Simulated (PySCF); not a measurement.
CH₈Cl₂NSi₃ (doublet)

```yaml
atoms:
  - { symbol: Si, position_ang: [-1.0267, -1.5122, 0.9930] }
  - { symbol: N, position_ang: [-0.7878, -0.0047, 0.1080] }
  - { symbol: Si, position_ang: [-2.1729, 1.0167, -0.2209] }
  - { symbol: Si, position_ang: [0.7291, 0.6423, -0.3879] }
  - { symbol: C, position_ang: [2.1280, -0.5786, 0.0846] }
  - { symbol: Cl, position_ang: [2.1908, -0.7986, 1.8384] }
  - { symbol: Cl, position_ang: [3.6518, 0.1247, -0.4776] }
  - { symbol: H, position_ang: [-0.1200, -2.5378, 0.4836] }
  - { symbol: H, position_ang: [-0.9564, -1.2624, 2.4281] }
  - { symbol: H, position_ang: [-2.2410, 1.2265, -1.6655] }
  - { symbol: H, position_ang: [-3.3319, 0.2972, 0.2943] }
  - { symbol: H, position_ang: [-1.9848, 2.3062, 0.4425] }
  - { symbol: H, position_ang: [1.0504, 1.8841, 0.3138] }
  - { symbol: H, position_ang: [0.8000, 0.7760, -1.8442] }
  - { symbol: H, position_ang: [2.0671, -1.5714, -0.3548] }
```

Geometry: GFN2-xTB.

Computed with UKS B3LYP, pcH-1 on C Cl H N Si, non-relativistic, mean-field spin-orbit, GIAO (PySCF).

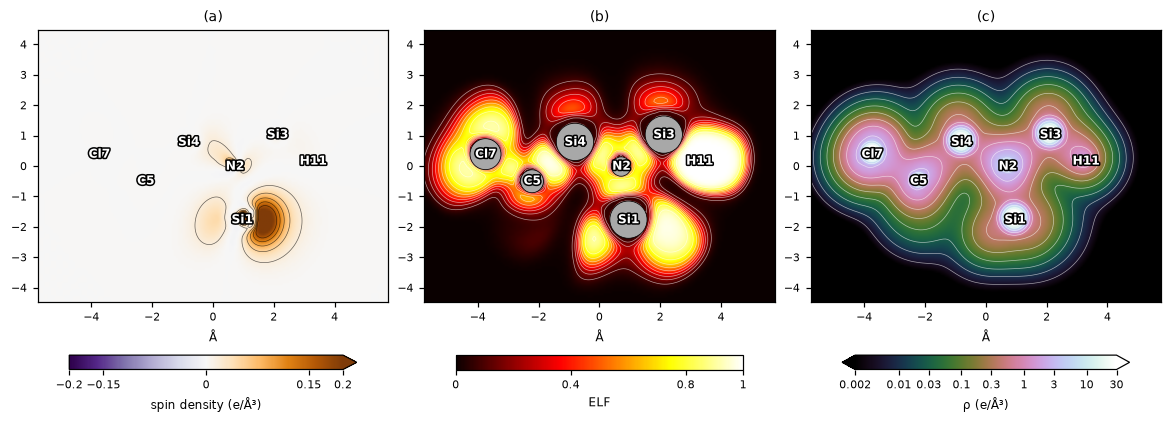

Figure 1. (a) spin density; (b) ELF; (c) electron density on the plane of atoms N2, Si3 and H11. Grey discs cover the atomic cores in the ELF map.

Question: Describe what can be read from this map.

Answer:
- The plane passes through Si, N, C, Cl and H nuclei.
- Si–N (1.72 Å): the density is about 1.1 e/Å³ at the midpoint; the ELF peaks at about 0.90 between the atoms; a polar covalent bond.
- C–Cl (1.77 Å): the density is about 1.3 e/Å³ at the midpoint; the ELF peaks at about 0.85 between the atoms: a shared electron pair.
- C–Si (1.92 Å): ρ is about 0.93 e/Å³ halfway; the ELF peaks at about 1 between the atoms, as expected for a shared electron pair.
- Si–N (1.76 Å): ρ is about 0.83 e/Å³ halfway; the ELF peaks at about 0.90 between the atoms (a shared but strongly polarised pair).
- Si–H (1.46 Å): the density is about 0.82 e/Å³ at the midpoint; the ELF climbs to about 1 towards the hydrogen, as it does in any bond to H.
- The ELF also peaks beside Si1 and Cl7, away from the bonds: non-bonding electrons, paired or unpaired.
- The unpaired spin (1 electron) lies mostly on Si1 (about 0.8), in electrons by Hirshfeld's partition.

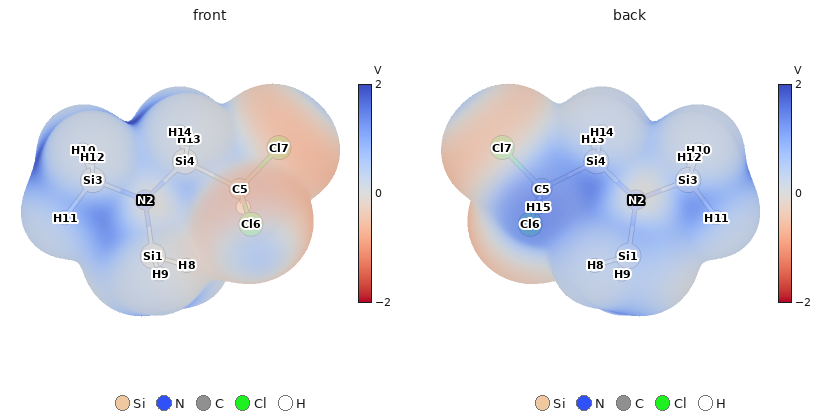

Figure 2. The electrostatic potential painted on the density surface at 0.002 e/bohr³, seen from the front and from behind; red is negative and blue positive.

Question: Describe the electrostatic potential map.

Answer: The most negative region (about −0.6 V, or −14 kcal/mol for a unit charge) lies over Cl6 and Cl7, the most positive (about +1.8 V, or +42 kcal/mol for a unit charge) over Si3 and Si4. Cl6 shows a σ-hole: about +0.5 V, or +12 kcal/mol for a unit charge at the tip opposite its bond, against about −0.3 V, or −7 kcal/mol for a unit charge on its flanks. Cl7 shows a σ-hole: about +0.4 V, or +9 kcal/mol for a unit charge at the tip opposite its bond, against about −0.3 V, or −7 kcal/mol for a unit charge on its flanks.
